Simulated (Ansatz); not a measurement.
A series of calculations on AlH3O2BrCl

Part 1: Relaxation

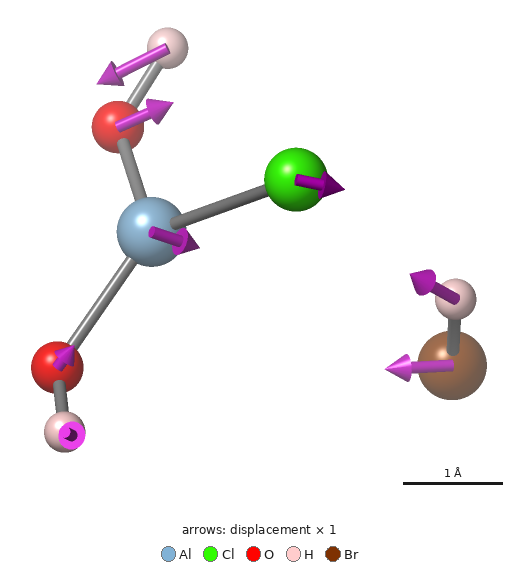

A relaxation of AlH₃O₂BrCl. The starting structure is drawn; purple arrows show the displacements, at their true length. The two geometries are superimposed by the best rigid fit.

A ball-and-stick model, seen at a tilt.

The run prepares an end point of a later path (reaction) calculation, from a guessed geometry.

Computed with Ansatz, RKS LDA/def2-SVP.

The input:
```yaml
crystal:
  periodic: [false, false, false]
  atoms:
    - { symbol: Al, position_ang: [-0.017712, -0.402276, -0.085864] }
    - { symbol: Cl, position_ang: [0.104941, -0.644311, 2.092941] }
    - { symbol: O, position_ang: [1.375278, -0.482856, -1.023704] }
    - { symbol: H, position_ang: [2.279409, -0.563387, -0.683589] }
    - { symbol: O, position_ang: [-1.506502, -0.355067, -0.862748] }
    - { symbol: H, position_ang: [-2.371169, -0.266093, -0.433817] }
    - { symbol: Br, position_ang: [0.005036, 3.02514, 1.023706] }
    - { symbol: H, position_ang: [0.111419, 1.91755, 2.043474] }
basis:
  gaussian: { orbitals: def2-SVP }
hamiltonian:
  xc: lda
relax:
  f_tol: 0.03
  max_steps: 50
```

Command:
```bash
ansatz run input.yaml --threads 4 --pin off --max-ram 5120MiB --backend cpu --events-out ev --progress --plain --runs-dir out
```

> What did the optimiser do to the structure, and how much energy did it gain?

H6 moves most after the best rigid fit: 0.82 Å. By element the largest moves are H 0.82 Å, Br 0.73 Å, O 0.65 Å, Al 0.59 Å, Cl 0.52 Å. Among the contacts that change: Al1–Br7 3.603 → 2.390 Å, Cl2–H8 2.562 → 1.458 Å, Al1–H8 3.152 → 2.257 Å, Cl2–Br7 3.823 → 3.182 Å. New bonds form, among them: Al1–Br7 (3.60 → 2.39 Å), Cl2–H8 (2.56 → 1.46 Å). Bond angles that change, for instance: Cl2–Al1–O5 120.8° → 102.6°, Cl2–Al1–O3 120.1° → 112.5°, O3–Al1–O5 118.5° → 122.3°. After 40 accepted moves (48 points after the start) the energy has fallen by 0.484 eV. The largest force component goes from 1.1 to 0.018 eV/Å. The line search rejected the trial steps at points 10, 15, 17, 20, 25, 27, 34, 36 of the run. The forces were under the threshold at step 26, but the run went on from there.

Limits of the set-up: the start holds two separate molecules, 2.6 Å apart at their closest, whose relative position is a soft coordinate and is computed without a dispersion correction.

Part 2: Relaxation

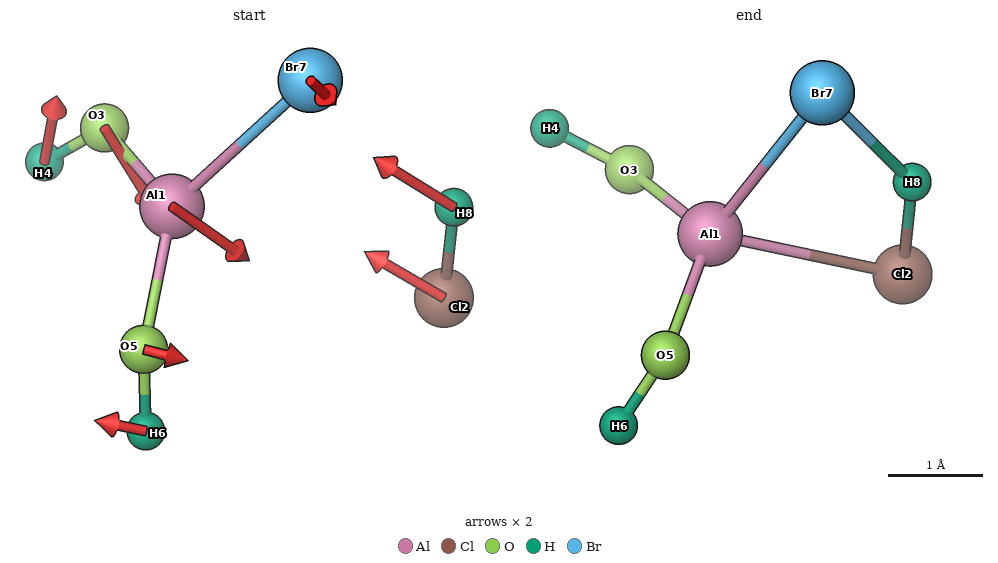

The structure of AlH3O2BrCl before (left) and after (right) a relaxation, at one scale. The red arrows give the displacements, magnified 2 times.

The picture is a ball-and-stick view, seen at a tilt.

The run prepares an end point of a later path (reaction) calculation, from a guessed geometry.

All numbers below come from RKS LDA/def2-SVP in Ansatz. (no spin polarisation; force threshold 0.03 eV/Å; at most 50 steps)

> What changed between the two?

O3 moves most after the best rigid fit: 0.64 Å. Largest moves by element: O 0.64 Å, Al 0.62 Å, H 0.59 Å, Cl 0.52 Å, Br 0.30 Å. Some distances before and after: Al1–Cl2 3.420 → 2.335 Å, Br7–H8 2.745 → 1.881 Å, Al1–H8 3.078 → 2.240 Å, Cl2–Br7 3.875 → 3.188 Å. New bonds form, among them: Al1–Cl2 (3.42 → 2.34 Å), Br7–H8 (2.74 → 1.88 Å). Among the angles between lasting bonds that change: Al1–O5–H6 132.0° → 122.8°, O5–Al1–Br7 116.5° → 107.6°, O3–Al1–Br7 112.5° → 116.0°. Groups turn about Al1–O3 by about 85°, Al1–O5 by about 35°. After 16 accepted moves (19 points after the start) the energy has fallen by 54.1 kJ/mol. Largest force component: 1.3 eV/Å at the start, 0.026 eV/Å at the end. The line search rejected the trial steps at points 9, 13, 16 of the run.

Limits of the set-up: the start holds two separate molecules, 2.7 Å apart at their closest, whose relative position is a soft coordinate and is computed without a dispersion correction.

Part 3: Path

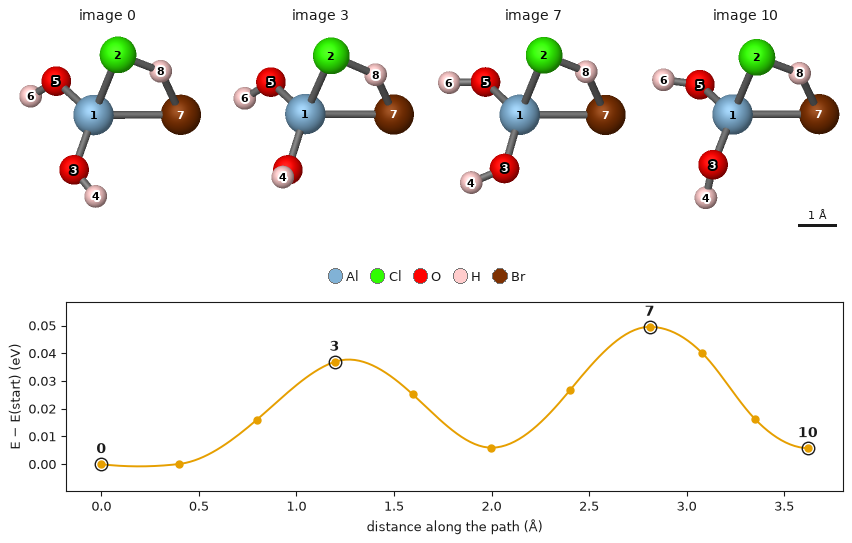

A search for the minimum-energy path of AlH3O2BrCl by the nudged elastic band. Images are numbered from 0 (start) to 10 (end). Style: ball-and-stick. Shown at a tilt.

The calculation used RKS LDA/def2-SVP (Ansatz). Run with 9 movable images; climbing image; force threshold 0.05 eV/Å; iteration limit 60; starting path through a guess of the saddle point.

Describe the mechanism and the energy profile.

The path has more than one stage, and so few images may leave a stage unresolved. No bond forms or breaks between the ends. Among the angles between lasting bonds that change up to the highest image: O3–Al1–O5 122.3° → 129.2°, Cl2–Al1–O3 112.5° → 106.1°. The highest point, image 7, lies 0.050 eV above the start and 0.044 eV above the end; the end is at +0.006 eV relative to the start. The profile has 2 maxima (images 3, 7) with a dip at image 5 (+0.006 eV), so the process runs in steps. The band converged in 23 iterations. The largest component of the band force went from 40 to 0.037 eV/Å. The climbing image converged on the top of the path. Its vibrational analysis gives one imaginary mode (167i cm⁻¹), as a transition state must have.

Cost: 90 s on 4 threads of INTEL(R) XEON(R) PLATINUM 8581C CPU @ 2.30GHz (Emerald Rapids), on a shared host, peak memory 0.19 GiB.
